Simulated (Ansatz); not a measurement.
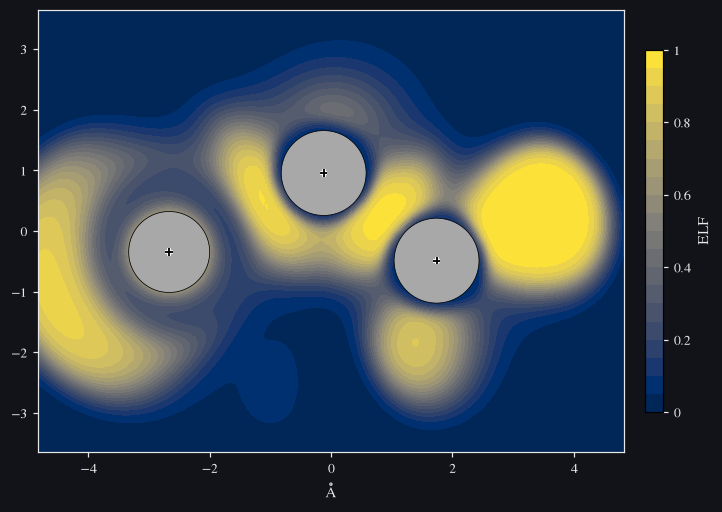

The electron localisation function on a plane through atoms (crosses mark nuclei in the plane; grey discs cover the cores).

Computed with Ansatz, isolated molecule in a Gaussian basis; Kohn-Sham density functional theory, functional PBE0.

Candidates:
A. AlH₃NO (charge −1)
B. H₅InSi₂Zn
C. BCuHOSi (charge −1)

> Which system is this?

Candidate B: H₅InSi₂Zn on the plane of atoms In1, Si3 and Si2, which holds In and Si. Si–Si (2.35 Å): the ELF peaks at about 1 between the atoms, as expected for a shared electron pair. In–Si (2.86 Å): the ELF peaks at about 0.95 between the atoms; localised, covalent bonding.
